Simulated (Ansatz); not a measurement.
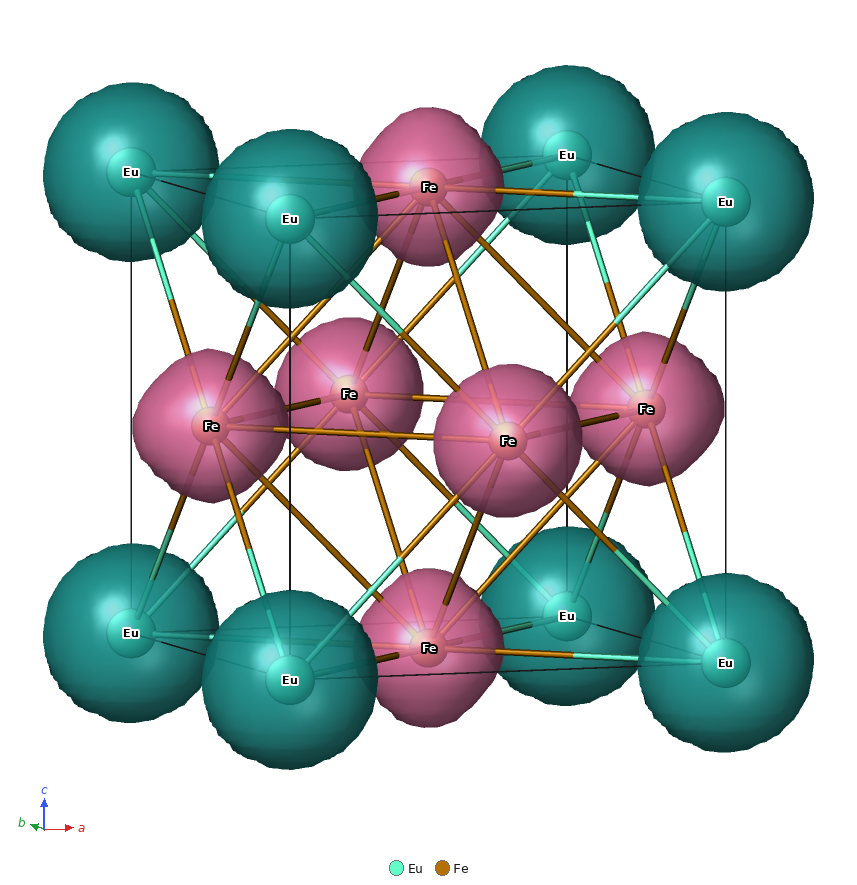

EuFe$_{3}$. Isosurfaces of the magnetisation density (up minus down) at +0.6 (teal) and −0.6 e/Å³ (pink), seen slightly off an axis. Sticks mark near contacts.

Space group Pm-3m; started from the AuCu3 prototype, which need not be the ambient phase; no Hubbard U on the f states and no spin–orbit coupling; spin-polarised.

Method: DFT PBE, scalar-relativistic, plane waves, PAW in Ansatz 0.2.0.

```
Eu Fe
1.0
     3.96284    0.00000    0.00000
     0.00000    3.96284    0.00000
     0.00000    0.00000    3.96284
Eu Fe
1 3
Direct
  0.00000 0.00000 0.00000
  0.00000 0.50000 0.50000
  0.50000 0.50000 0.00000
  0.50000 0.00000 0.50000
```

### Which atoms carry the moments, and with what signs?

The spin density sits on Eu: +6.5 μB; Fe: −2.5 μB (×3) in one cell of 4 atoms. The cell of the calculation (4 atoms) carries 0.4 μB of net spin moment.
